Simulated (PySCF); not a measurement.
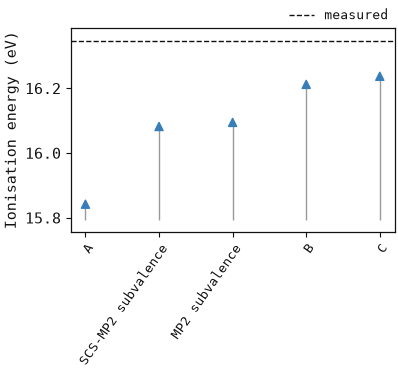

The ionisation energy of Si⁺ ([Ne] 3s² 3p → [Ne] 3s²) by several methods, in rising order. PySCF, def2-TZVPPD, non-relativistic, unrestricted single determinants, no spin-orbit coupling. Methods marked “subvalence” freeze 2 core electrons. The lettered entries are CCSD subvalence, CCSD(T) subvalence and HF in some order.

Which letter is which method?

A is HF (15.842 eV); B is CCSD subvalence (16.212 eV); C is CCSD(T) subvalence (16.237 eV). The values run from 15.842 eV (HF) to 16.237 eV (CCSD(T) subvalence). The measured value is 16.346 eV; nearest to it come CCSD(T) subvalence (−0.109) and CCSD subvalence (−0.134), furthest HF (−0.504 eV). These values lack spin-orbit coupling; with the first-order correction of +0.021 eV added, CCSD(T) subvalence comes nearest (−0.088).
